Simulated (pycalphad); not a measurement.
Al-Fe solution, phase LIQUID, at 2450 K; mixing quantities and activities refer to the pure elements in the same phase at that temperature, stable or not.

CALPHAD calculation (pycalphad, COST 507 light-alloy database (1999)), 1 atm. These are 1990s assessments: newer ones move some temperatures and phases.

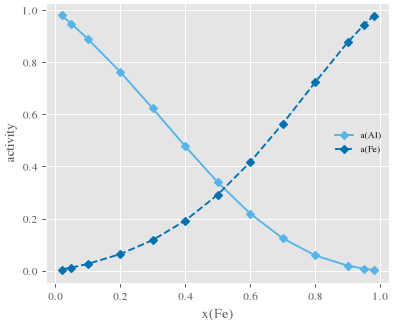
Fig. 1. Activities against composition

Question: Is the deviation from Raoult's law positive or negative, and how large are the activity coefficients at the dilute ends?

Answer: γ(Fe) = 0.22 at x(Fe) = 0.02 and γ(Al) = 0.13 at x(Fe) = 0.98; values under 1 are negative deviations, over 1 positive. The enthalpy of mixing is -23.0 kJ/mol at its extreme among the points, x(Fe) = 0.5.
